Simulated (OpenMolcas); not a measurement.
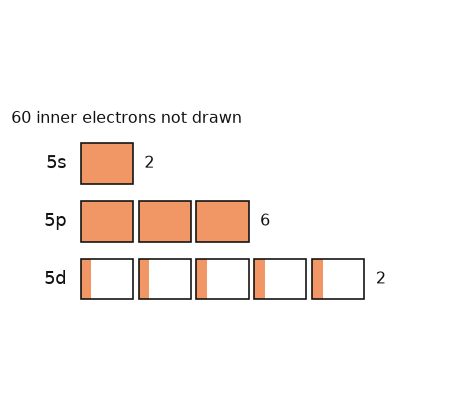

**Figure 1.** The outer shells of the leading configuration of the lowest level: a box for each of the 2l + 1 orbitals, shaded by the share of the shell that is filled, with the electron count at the right.

Multiconfigurational calculation, with input and output: Ta³⁺ complex

System: Ta³⁺ with 4 ligands (Br; tetrahedron, 2.5 Å), neutralised by 4 outer point charges of +0.25 e, whose field is part of the energies.
Method: state-averaged CASSCF, active space 2 electrons in the shell 5d, basis ANO-RCC-VDZP on the metal and ANO-RCC-VDZP on the ligands, DKH2 scalar Hamiltonian, spin-orbit coupling by RASSI with atomic mean-field integrals (OpenMolcas).

### Input
```
&GATEWAY
Coord
5

Ta 0.0 0.0 0.0
Br 1.443376 1.443376 1.443376
Br 1.443376 -1.443376 -1.443376
Br -1.443376 1.443376 -1.443376
Br -1.443376 -1.443376 1.443376
Basis=Ta.ANO-RCC-VDZP,Br.ANO-RCC-VDZP
Group=NoSym
NoMove
AngMom=0.0 0.0 0.0
AMFI
RICD
XField
4 Angstrom 0
3.290897 3.290897 3.290897 0.250000
3.290897 -3.290897 -3.290897 0.250000
-3.290897 3.290897 -3.290897 0.250000
-3.290897 -3.290897 3.290897 0.250000
&SEWARD
&RASSCF
FileOrb=start.orb
Symmetry=1
Spin=3
nActEl=2 0 0
Inactive=106
Ras2=5
CIRoot=10 10 1
SDav=10
CIMx=300
Iter=150 100
PrWF=0.3
OrbListing=Nothing
MaxOrb=0
LevShft=1.0
>>> COPY $Project.JobIph JOB001
&RASSCF
FileOrb=start.orb
Symmetry=1
Spin=1
nActEl=2 0 0
Inactive=106
Ras2=5
CIRoot=15 15 1
SDav=15
CIMx=300
Iter=150 100
PrWF=0.3
OrbListing=Nothing
MaxOrb=0
LevShft=1.0
>>> COPY $Project.JobIph JOB002
&RASSI
NrOfJobIphs=2 10 15
1 2 3 4 5 6 7 8 9 10
1 2 3 4 5 6 7 8 9 10 11 12 13 14 15
IphNames
JOB001
JOB002
EJob
SpinOrbit
DIPRint=1.0
SOCoupling=1000.0
Subsets=2
Property=9
'ANGMOM' 1 'ANGMOM' 2 'ANGMOM' 3 'MLTPL  1' 1 'MLTPL  1' 2 'MLTPL  1' 3
'AMFI' 1 'AMFI' 2 'AMFI' 3
SOProperty=3
'ANGMOM' 1 'ANGMOM' 2 'ANGMOM' 3
```

The file start.orb holds starting orbitals from an earlier step. A driver script formed the levels outside the program, from RASSI's spin-orbit matrix and the active-space energies, averaged over the components of each term or state.

Command:
```bash
OMP_NUM_THREADS=1 MOLCAS_MEM=2457 MOLCAS_PROJECT=a pymolcas a.inp > a.log  # once for each step of the input, in one work folder
```

### The program's output (extracts)
```
--- SEWARD ---
Basis set label: TA.ANO-RCC...7S6P4D2F1G.

      Electronic valence basis set:
      ------------------
      Associated Effective Charge  73.000000 au
      Associated Actual Charge     73.000000 au
      Nuclear Model: Point charge

      Shell  nPrim  nBasis  Cartesian Spherical Contaminant
         s      24       7        X
         p      21       6        X
         d      15       4                 X
         f      11       2                 X
         g       4       1                 X
                  Relativistic Douglas-Kroll-Hess integrals:
                    - DKH order of Hamiltonian: 2
                    - DKH order of Properties : 0
                  Atomic mean-field integrals
--- RASSCF ---
Wave function specifications:
      -----------------------------

      Number of closed shell electrons         212
      Number of electrons in active shells       2
      Max number of holes in RAS1 space          0
      Max nr of electrons in RAS3 space          0
      Number of inactive orbitals              106
      Number of active orbitals                  5
      Number of secondary orbitals              65
      Spin quantum number                      1.0
      State symmetry                             1
Orbital specifications:
      -----------------------

      Symmetry species                           1
                                                 a
      Frozen orbitals                            0
      Inactive orbitals                        106
      Active orbitals                            5
      RAS1 orbitals                              0
      RAS2 orbitals                              5
      RAS3 orbitals                              0
      Secondary orbitals                        65
      Deleted orbitals                           0
      Number of basis functions                176
      Number of CSFs                            10
      Number of root(s) required                10
      Iter CI   SX   CI       RASSCF       Energy    max ROT     max BLB   max BLB  Level Ln srch  Step   QN
          iter iter root      energy       change     param      element    value   shift minimum  type update
 Nr of preliminary CI iterations:   1
      Total energies have been shifted. Add               -26000.00 au
        1   1   16    0    -7.13566206    0.00E+00  -6.67E-02   77 108 1  9.05E-02*  0.86   0.00    SX    NO
        2   1   16    0    -7.51426133   -3.79E-01* -3.32E-02   25 113 1 -7.57E-02*  0.74   0.00    SX    NO
        3   1   15    0    -7.62089153   -1.07E-01* -2.20E-02   27 115 1  4.00E-02*  0.77   0.00    SX    NO
        4   1   15    0    -7.64922985   -2.83E-02* -1.88E-02   25 113 1 -3.39E-02*  0.79   0.00    SX    NO
        5   1   14    0    -7.65959633   -1.04E-02* -3.11E-02   27 115 1  2.78E-02*  0.79   1.77    QN   YES
        6   1   13    0    -7.66717262   -7.58E-03*  1.32E-02  110 130 1  3.20E-03*  0.80   1.19    QN   YES
        7   1   13    0    -7.66785586   -6.83E-04*  8.91E-03   32 138 1 -2.53E-03*  0.79   1.47    QN   YES
        8   1   12    0    -7.66804368   -1.88E-04*  4.10E-03   33 130 1  1.08E-03*  0.79   1.35    QN   YES
        9   1   11    0    -7.66808214   -3.85E-05*  1.77E-03  109 134 1  3.52E-04*  0.79   1.38    QN   YES
       10   1   10    0    -7.66809088   -8.74E-06*  6.54E-04   33 139 1  2.70E-04*  0.79   1.39    QN   YES
       11   1   10    0    -7.66809277   -1.89E-06* -2.18E-04   33 130 1 -1.39E-04*  0.79   1.35    QN   YES
       12   1    8    0    -7.66809315   -3.84E-07* -1.45E-04   38 141 1  3.98E-05   0.79   1.66    LS   YES
       13   1    9    0    -7.66809316   -2.56E-09   9.47E-05   32 138 1 -8.49E-05   0.79   0.49    QN   YES
      Convergence after 13 iterations
       14   1    9    0    -7.66809325   -9.15E-08*  9.47E-05   34 140 1 -3.04E-05   0.79   0.49    QN   YES
      Natural orbitals and occupation numbers for root  1
      sym 1:  -0.000000  -0.000000   1.000000   0.000000   1.000000
      Natural orbitals and occupation numbers for root  2
      sym 1:  -0.000000   0.846913   0.153087   0.153087   0.846913
      Natural orbitals and occupation numbers for root  3
      sym 1:  -0.000000   0.392564   0.607436   0.607436   0.392564
::    RASSCF root number  1 Total energy: -26007.71555851
::    RASSCF root number  2 Total energy: -26007.68404714
::    RASSCF root number  3 Total energy: -26007.68404714
::    RASSCF root number  4 Total energy: -26007.68404714
::    RASSCF root number  5 Total energy: -26007.66519672
::    RASSCF root number  6 Total energy: -26007.66519672
::    RASSCF root number  7 Total energy: -26007.66519672
::    RASSCF root number  8 Total energy: -26007.63921412
::    RASSCF root number  9 Total energy: -26007.63921412
::    RASSCF root number 10 Total energy: -26007.63921412
--- RASSCF ---
Wave function specifications:
      -----------------------------

      Number of closed shell electrons         212
      Number of electrons in active shells       2
      Max number of holes in RAS1 space          0
      Max nr of electrons in RAS3 space          0
      Number of inactive orbitals              106
      Number of active orbitals                  5
      Number of secondary orbitals              65
      Spin quantum number                      0.0
      State symmetry                             1
Orbital specifications:
      -----------------------

      Symmetry species                           1
                                                 a
      Frozen orbitals                            0
      Inactive orbitals                        106
      Active orbitals                            5
      RAS1 orbitals                              0
      RAS2 orbitals                              5
      RAS3 orbitals                              0
      Secondary orbitals                        65
      Deleted orbitals                           0
      Number of basis functions                176
      Number of CSFs                            15
      Number of root(s) required                15
      Iter CI   SX   CI       RASSCF       Energy    max ROT     max BLB   max BLB  Level Ln srch  Step   QN
          iter iter root      energy       change     param      element    value   shift minimum  type update
 Nr of preliminary CI iterations:   1
      Total energies have been shifted. Add               -26000.00 au
        1   1   10    0    -7.63091511    0.00E+00  -5.50E-03  111 136 1 -3.49E-03*  0.77   0.00    SX    NO
        2   1    9    0    -7.63119707   -2.82E-04*  2.83E-03   98 107 1  2.43E-03*  0.77   0.00    SX    NO
        3   1    9    0    -7.63129767   -1.01E-04*  1.71E-03   98 107 1  1.66E-03*  0.77   0.00    SX    NO
        4   1    9    0    -7.63133748   -3.98E-05*  9.52E-04   98 107 1  1.20E-03*  0.77   0.00    SX    NO
        5   1    8    0    -7.63135406   -1.66E-05*  1.41E-03   98 107 1  7.95E-04*  0.77   2.50    LS   YES
        6   1    8    0    -7.63136420   -1.01E-05* -5.56E-04   84 113 1 -1.81E-03*  0.77   1.09    QN   YES
        7   1    8    0    -7.63136603   -1.83E-06*  2.38E-04   84 113 1  1.19E-03*  0.77   0.66    QN   YES
        8   1    7    0    -7.63136699   -9.56E-07* -8.26E-05   95 128 1 -1.51E-04*  0.77   1.15    QN   YES
        9   1    6    0    -7.63136698    8.94E-09  -4.36E-05   95 128 1 -1.00E-04*  0.77   0.24    LS   YES
       10   1    7    0    -7.63136692    5.87E-08* -4.58E-05   95 128 1 -1.27E-04*  0.77  -0.50    LS   YES
       11   1    6    0    -7.63136698   -6.03E-08*  8.92E-05   95 128 1 -9.91E-05   0.77   1.59    QN   YES
       12   1    6    0    -7.63136703   -4.67E-08*  1.74E-05   84 113 1 -3.37E-05   0.77   1.18    QN   YES
       13   1    5    0    -7.63136702    3.34E-09   8.17E-06   95 128 1 -1.36E-05   0.77   0.12    QN   YES
      Convergence after 13 iterations
       14   1    5    0    -7.63136703   -2.57E-09   8.17E-06   95 128 1 -6.40E-06   0.77   0.12    QN   YES
      Natural orbitals and occupation numbers for root  1
      sym 1:   0.019967   0.971722   0.001997   0.034592   0.971722
      Natural orbitals and occupation numbers for root  2
      sym 1:   0.017736   0.971722   0.035707   0.003112   0.971722
      Natural orbitals and occupation numbers for root  3
      sym 1:   0.097995   0.853007   0.097995   0.097995   0.853007
::    RASSCF root number  1 Total energy: -26007.67638151
::    RASSCF root number  2 Total energy: -26007.67638151
::    RASSCF root number  3 Total energy: -26007.64973041
::    RASSCF root number  4 Total energy: -26007.64535828
::    RASSCF root number  5 Total energy: -26007.64535828
::    RASSCF root number  6 Total energy: -26007.64535828
::    RASSCF root number  7 Total energy: -26007.63902757
::    RASSCF root number  8 Total energy: -26007.63902757
::    RASSCF root number  9 Total energy: -26007.63902757
::    RASSCF root number 10 Total energy: -26007.62087575
::    RASSCF root number 11 Total energy: -26007.62087575
::    RASSCF root number 12 Total energy: -26007.60748593
::    RASSCF root number 13 Total energy: -26007.60748593
::    RASSCF root number 14 Total energy: -26007.60748593
::    RASSCF root number 15 Total energy: -26007.55064510
--- RASSI ---
SPIN-FREE ENERGIES:
  (Shifted by EMIN (a.u.) =     -26007.7155585181)

 SF State       Relative EMIN(au)   Rel lowest level(eV)    D:o, cm**(-1)

     1             0.0000000000        0.0000000000              0.0000
     2             0.0315113722        0.8574681198           6915.9468
     3             0.0315113722        0.8574681198           6915.9468
     4             0.0315113722        0.8574681198           6915.9468
    11             0.0391770080        1.0660606965           8598.3594
    12             0.0391770080        1.0660606965           8598.3594
     7             0.0503617960        1.3704142817          11053.1366
     5             0.0503617960        1.3704142817          11053.1366
     6             0.0503617960        1.3704142817          11053.1366
    13             0.0658281036        1.7912739537          14447.5988
    14             0.0702002367        1.9102457545          15407.1711
    15             0.0702002367        1.9102457545          15407.1711
    16             0.0702002367        1.9102457545          15407.1711
     8             0.0763443964        2.0774368589          16755.6583
     9             0.0763443964        2.0774368589          16755.6583
    10             0.0763443964        2.0774368589          16755.6583
    17             0.0765309525        2.0825133072          16796.6026
    18             0.0765309525        2.0825133072          16796.6026
    19             0.0765309525        2.0825133072          16796.6026
    20             0.0946827673        2.5764493515          20780.4654
    21             0.0946827673        2.5764493515          20780.4654
    22             0.1080725837        2.9408048165          23719.1905
    23             0.1080725837        2.9408048165          23719.1905
    24             0.1080725837        2.9408048165          23719.1905
    25             0.1649134205        4.4875227818          36194.3122
     Dipole printing threshold changed to   1.00000000E+00

++ Dipole transition strengths (spin-free states):
   -----------------------------------------------
     for osc. strength at least  1.00000000E+00

  ( Max oscillator strength is only    4.9272251022885001E-003 )
--
Eigenvalues of complex Hamiltonian:
   -----------------------------------
  (Shifted by EMIN (a.u.) =     -26007.7155585181)

 SO State       Relative EMIN(au)   Rel lowest level(eV)    D:o, cm**(-1)

     1            -0.0053937270        0.0000000000              0.0000
     2            -0.0053937270        0.0000000005              0.0000
     3            -0.0053937270        0.0000000006              0.0000
     4             0.0180427932        0.6377402044           5143.7216
     5             0.0180427933        0.6377402050           5143.7216
     6             0.0292558653        0.9428634382           7604.7065
     7             0.0307983228        0.9848358458           7943.2368
     8             0.0307983228        0.9848358451           7943.2368
     9             0.0307983228        0.9848358464           7943.2368
    10             0.0308015437        0.9849234912           7943.9437
    11             0.0308015437        0.9849234918           7943.9437
    12             0.0308015437        0.9849234906           7943.9437
    13             0.0429556584        1.3156538008          10611.4635
    14             0.0429556584        1.3156538000          10611.4635
    15             0.0475727085        1.4412901338          11624.7889
    16             0.0475727085        1.4412901343          11624.7889
    17             0.0475727085        1.4412901354          11624.7889
    18             0.0487769086        1.4740580886          11889.0803
    19             0.0518861381        1.5586645341          12571.4773
    20             0.0518861381        1.5586645338          12571.4773
    21             0.0538958574        1.6133517822          13012.5597
    22             0.0538958574        1.6133517817          13012.5597
    23             0.0538958574        1.6133517819          13012.5597
    24             0.0647681983        1.9092032491          15398.7627
    25             0.0647681984        1.9092032509          15398.7627
    26             0.0647681984        1.9092032508          15398.7627
    27             0.0699517296        2.0502543199          16536.4163
    28             0.0710307462        2.0796158586          16773.2331
    29             0.0710307461        2.0796158570          16773.2331
    30             0.0710307461        2.0796158570          16773.2331
    31             0.0732295992        2.1394496963          17255.8255
    32             0.0812758767        2.3584000605          19021.7793
    33             0.0812758767        2.3584000607          19021.7793
    34             0.0812758766        2.3584000599          19021.7793
    35             0.0816377324        2.3682466557          19101.1975
    36             0.0816377324        2.3682466557          19101.1975
    37             0.0863797474        2.4972834590          20141.9495
    38             0.0863797474        2.4972834593          20141.9495
    39             0.0863797475        2.4972834621          20141.9495
    40             0.0975550177        2.8013780557          22594.6378
    41             0.0975550177        2.8013780554          22594.6378
Weights of the five most important spin-orbit-free states for each spin-orbit state.

 SO State  Total energy (au)           Spin-free states, spin, and weights
 -------------------------------------------------------------------------------------------------------
    1        -0.005394       1 1.0  0.8664    4 1.0  0.0572    3 1.0  0.0499   16 0.0  0.0145    2 1.0  0.0076
    2        -0.005394       1 1.0  0.8664    2 1.0  0.0512    4 1.0  0.0399    3 1.0  0.0236   14 0.0  0.0141
    3        -0.005394       1 1.0  0.8664    2 1.0  0.0559    3 1.0  0.0412    4 1.0  0.0176   15 0.0  0.0139
    4         0.018043      12 0.0  0.2465    4 1.0  0.1924    3 1.0  0.1897    2 1.0  0.1179    7 1.0  0.0832
    5         0.018043      11 0.0  0.2465    2 1.0  0.2154    3 1.0  0.1436    4 1.0  0.1409    5 1.0  0.0874
    6         0.029256       4 1.0  0.3333    2 1.0  0.3333    3 1.0  0.3333    6 1.0  0.0000    7 1.0  0.0000
    7         0.030798       4 1.0  0.3442    3 1.0  0.3374    1 1.0  0.1189    2 1.0  0.0617    5 1.0  0.0445
    8         0.030798       4 1.0  0.3448    2 1.0  0.3194    1 1.0  0.1189    3 1.0  0.0791    6 1.0  0.0449
    9         0.030798       2 1.0  0.3622    3 1.0  0.3268    1 1.0  0.1189    4 1.0  0.0543    7 1.0  0.0520
   10         0.030802       3 1.0  0.5422    4 1.0  0.3640    2 1.0  0.0367    5 1.0  0.0235    7 1.0  0.0226
   11         0.030802       4 1.0  0.4839    2 1.0  0.3628    3 1.0  0.0962    5 1.0  0.0229    6 1.0  0.0228
   12         0.030802       2 1.0  0.5435    3 1.0  0.3044    4 1.0  0.0950    6 1.0  0.0233    7 1.0  0.0231
```

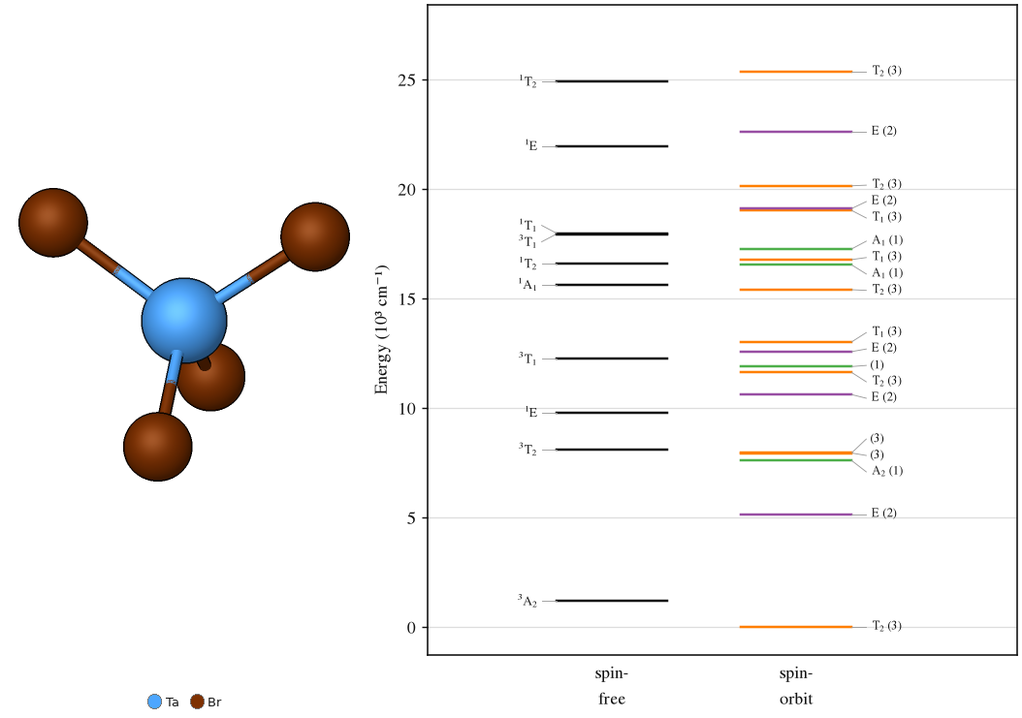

**Figure 2.** Ta³⁺ (5d²) with 4 ligands, Br⁻, at 2.5 Å (arrangement: tetrahedron, Td), neutralised by outer point charges of +0.25 e, and its levels. Labels give the representation in O, Td, D4 or D3 as the site allows (double group for half-integer spin) where it could be assigned and, in brackets, the degeneracy; spin-free states, where drawn, share the zero of the spin-orbit levels. The ground level is T₂, 3-fold degenerate, 98 % from states of spin multiplicity 3. The next level lies at 5,140 cm⁻¹ (E). The lowest spin-free state is ³A₂; of the same spin there follow at 6,920 cm⁻¹ (³T₂), 11,100 cm⁻¹ (³T₁) and 16,800 cm⁻¹ (³T₁) above it. The active orbitals hold 74 to 86 % metal character (Löwdin), and the Mulliken charge of the metal is +1.15.

### Results in brief

- outcome: converged
- energy of the lowest spin-free term: −26007.71556 hartree
- energy of the lowest spin-orbit level: −26007.72095 hartree
- largest spread among components of a term: 0.0 cm⁻¹
- hardware: 1 thread of Arm Neoverse V2, 24 GiB of memory available, shared host
- wall time: 2.4 min
- peak memory: 0.6 GiB

### Notes

Without dynamic correlation the splittings between terms come out too large, often by 20 to 50 %. To bear in mind: covalent bonds, ligand orbitals missing from the active space; distances are set from ionic radii, not optimised.
